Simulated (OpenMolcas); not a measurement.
**InPH6 (SMILES [PH3+][InH3-]): levels of theory compared**

We compute a comparison of 6 runs (HF/STO-3G, HF/def2-SVP, B3LYP/def2-SVP, BHLYP/def2-SVP, BLYP/def2-SVP, PBE/def2-SVP) of InPH6. 

Program for the calculation: OpenMolcas 26.06.

## Step 1: The structure to begin with

The species is InPH6 (8 atoms), meant as a singlet with charge 0. SMILES: `[PH3+][InH3-]`. The In2–H8 distance was set to 2.597 Å, away from the relaxed value. At this shape a bond of the SMILES string is far longer than usual.

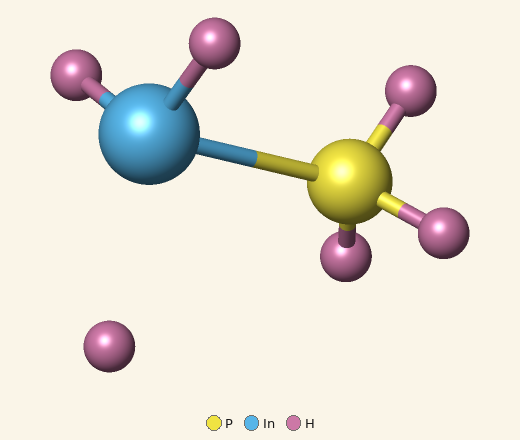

The structure, seen from a chosen angle (phosphorus yellow, indium blue, hydrogen pink).

## Step 2: The energy at HF/STO-3G (run 1)

Input file calc.input:

```
>>> EXPORT MOLCAS_PRINT=2

&gateway
  baslib = $CurrDir
  coord
  8
  bohr
  P     -0.63493853     1.63851727    -2.29810350
  In     2.03959085     1.33143678     2.21720810
  H     -3.28849195     1.37433356    -2.28903281
  H     -0.11639768    -0.09681823    -4.25491490
  H     -0.50927174     3.86442567    -3.76112946
  H      0.53026660     3.86499259     3.63280194
  H      4.97641423     1.78610488     0.84923536
  H      0.58090181    -3.22916400     3.29152496
  basis = STO-3G
  group = NoSym

&seward

&scf
  thresholds = 1e-10 1e-07 1e-07 1e-05
  prorbitals = 1
```

The basis set STO-3G is read from a file made from the Basis Set Exchange's data (not shown).

Launch:

```
export MOLCAS_MEM=1860
pymolcas calc.input > calc.log
```

The program printed:

```text
--- Start Module: gateway ---
[...]
--- Stop Module: gateway /rc=_RC_ALL_IS_WELL_ ---
--- Start Module: seward ---
[...]
      Basis functions           42
--- Stop Module: seward /rc=_RC_ALL_IS_WELL_ ---
--- Start Module: scf ---
[...]
       Convergence after  11 Iterations
[...]
::    Total SCF energy                              -6023.1182180678
[...]
      Total spin, S                                     0.0000000000
[...]
      Total electronic charge=   70.000000
      Total            charge=   -0.000000
[...]
      Dipole Moment (debye):
      Origin of the operator (angstrom)=    0.7554    0.7362    0.6306
                   X= -1.9232E+00               Y=  1.6795E+00               Z= -4.3365E+00           Total=  5.0323E+00
      Quadrupole Moment (debye*angstrom):
[...]
--- Stop Module: scf /rc=_RC_ALL_IS_WELL_ ---
[...]
```

Run time: 1.4 s. Hardware: 1 thread of Intel Xeon 6975P-C (Granite Rapids), shared host; peak memory 0.38 GiB.

## Step 3: The energy at HF/def2-SVP (core potential) (run 2)

Input file calc.inp:

```
>>> EXPORT MOLCAS_PRINT=2
&GATEWAY
BasLib = $CurrDir
Coord
8
angstrom
P       -0.335995       0.867066      -1.216104
In       1.079305       0.704566       1.173296
H       -1.740195       0.727266      -1.211304
H       -0.061595      -0.051234      -2.251604
H       -0.269495       2.044966      -1.990304
H        0.280605       2.045266       1.922396
H        2.633405       0.945166       0.449396
H        0.307400      -1.708800       1.741800
Basis = def2-SVP
Group = NoSym
&SEWARD
&SCF
Thresholds = 1e-10 1e-07 1e-07 1e-05
PrOrbitals = 1 1
```

The basis set def2-SVP is read from a file made from the Basis Set Exchange's data (not shown).

Launch:

```
export MOLCAS_MEM=1860
pymolcas calc.inp > calc.log
```

The program printed:

```text
--- Start Module: gateway ---
[...]
--- Stop Module: gateway /rc=_RC_ALL_IS_WELL_ ---
--- Start Module: seward ---
[...]
      Basis functions           74
--- Stop Module: seward /rc=_RC_ALL_IS_WELL_ ---
[...]
--- Start Module: scf ---
[...]
       Convergence after  11 Iterations
[...]
::    Total SCF energy                               -533.2146674484
[...]
      Total spin, S                                     0.0000000000
[...]
      Total electronic charge=   42.000000
      Total            charge=   -0.000000
[...]
      Dipole Moment (debye):
      Origin of the operator (angstrom)=    0.7554    0.7362    0.6306
                   X= -1.4218E+00               Y=  2.7028E+00               Z= -4.2993E+00           Total=  5.2736E+00
      Quadrupole Moment (debye*angstrom):
[...]
--- Stop Module: scf /rc=_RC_ALL_IS_WELL_ ---
[...]
```

Wall time 2.8 s (1 thread of Intel Xeon 6975P-C (Granite Rapids), shared host); peak memory 0.43 GiB.

## Step 4: The energy at B3LYP/def2-SVP (core potential) (run 3)

Input file calc.inp:

```
&gateway
 baslib=$CurrDir
 coord
 8
 angstrom
 P       -0.335995       0.867066      -1.216104
 In       1.079305       0.704566       1.173296
 H       -1.740195       0.727266      -1.211304
 H       -0.061595      -0.051234      -2.251604
 H       -0.269495       2.044966      -1.990304
 H        0.280605       2.045266       1.922396
 H        2.633405       0.945166       0.449396
 H        0.307400      -1.708800       1.741800
 basis=def2-SVP
 group=NoSym

&seward
 gridinput
 Grid=UltraFine
 End of Grid

&scf
 ksdft=B3LYP
 thresholds=1e-10 1e-07 1e-07 1e-05
 prorbitals=1 2
```

The basis set def2-SVP is read from a file made from the Basis Set Exchange's data (not shown).

Launch:

```
export MOLCAS_MEM=1860
pymolcas calc.inp > calc.log
```

The program printed:

```text
--- Start Module: gateway ---
[...]
--- Stop Module: gateway /rc=_RC_ALL_IS_WELL_ ---
--- Start Module: seward ---
[...]
      Basis functions           74
--- Stop Module: seward /rc=_RC_ALL_IS_WELL_ ---
[...]
--- Start Module: scf ---
[...]
       Convergence after  13 Iterations
[...]
::    Total KS-DFT energy                            -534.9641766789
[...]
      Total spin, S                                     0.0000000000
[...]
      Total electronic charge=   42.000000
      Total            charge=   -0.000000
[...]
      Dipole Moment (debye):
      Origin of the operator (angstrom)=    0.7554    0.7362    0.6306
                   X= -1.5048E+00               Y=  2.2059E+00               Z= -4.0620E+00           Total=  4.8611E+00
      Quadrupole Moment (debye*angstrom):
[...]
--- Stop Module: scf /rc=_RC_ALL_IS_WELL_ ---
[...]
```

It took 12 s on 1 thread of Intel Xeon 6975P-C (Granite Rapids), shared host; peak memory 0.43 GiB.

Runs 4 to 5 aren't shown in full; the table further down has their settings and results.

## Step 5: The energy at PBE/def2-SVP (core potential) (run 6)

calc.inp: that of step 4 with these lines changed.

```diff
@@ -1 +1,3 @@
+>>> EXPORT MOLCAS_PRINT=2
+
 &gateway
@@ -22,3 +24,3 @@
 &scf
- ksdft=B3LYP
+ ksdft=PBE
  thresholds=1e-10 1e-07 1e-07 1e-05
```

The basis set def2-SVP is read from a file made from the Basis Set Exchange's data (not shown).

Launch:

```
export MOLCAS_MEM=1860
pymolcas calc.inp > calc.log
```

The program printed:

```text
--- Start Module: gateway ---
[...]
--- Stop Module: gateway /rc=_RC_ALL_IS_WELL_ ---
--- Start Module: seward ---
[...]
      Basis functions           74
--- Stop Module: seward /rc=_RC_ALL_IS_WELL_ ---
[...]
--- Start Module: scf ---
[...]
       Convergence after  17 Iterations
[...]
::    Total KS-DFT energy                            -534.6937748518
[...]
      Total spin, S                                     0.0000000000
[...]
      Total electronic charge=   42.000000
      Total            charge=   -0.000000
[...]
      Dipole Moment (debye):
      Origin of the operator (angstrom)=    0.7554    0.7362    0.6306
                   X= -1.5488E+00               Y=  2.0765E+00               Z= -4.0365E+00           Total=  4.7963E+00
      Quadrupole Moment (debye*angstrom):
[...]
--- Stop Module: scf /rc=_RC_ALL_IS_WELL_ ---
[...]
```

It took 14 s on 1 thread of Intel Xeon 6975P-C (Granite Rapids), shared host; peak memory 0.42 GiB.

## Step 6: Overview of the runs

```csv
run,level,integration grid,energy (Eh),dipole moment (D),HOMO energy (eV),LUMO energy (eV),wall time
1,HF/STO-3G,–,-6023.118218,5.03,-5.08,7.47,1.4 s
2,HF/def2-SVP (core potential),–,-533.214667,5.27,-8.43,1.83,2.8 s
3,B3LYP/def2-SVP (core potential),UltraFine,-534.964177,4.86,-6.06,-1.42,12 s
4,BHLYP/def2-SVP (core potential),UltraFine,-534.776464,5.01,-7.08,-0.32,11 s
5,BLYP/def2-SVP (core potential),UltraFine,-534.802805,4.74,-5.15,-1.90,14 s
6,PBE/def2-SVP (core potential),UltraFine,-534.693775,4.80,-5.28,-1.95,14 s
```

## Step 7: Summary of results

```
            quantity          value
 run 6: total energy  -534.69377 Eh
run 6: dipole moment         4.80 D
  run 6: HOMO energy       -5.28 eV
  run 6: LUMO energy       -1.95 eV
run 6: HOMO–LUMO gap        3.32 eV
```

**Reading.** The dipole moment (its size) runs from 4.74 D (BLYP/def2-SVP) to 5.27 D (HF/def2-SVP). The HOMO–LUMO gap runs from 3.26 eV (BLYP/def2-SVP) to 12.55 eV (HF/STO-3G). The two ends differ in method and basis and core potential. Totals of different functionals can't be ranked against each other. Some runs of one species differ in core potentials or relativity; totals across that change don't compare. In run 1 the basis is minimal, so the values are rough. In run 1 relativity is left out where basis or elements ask for it. All runs together took 56 s, the longest 14 s.
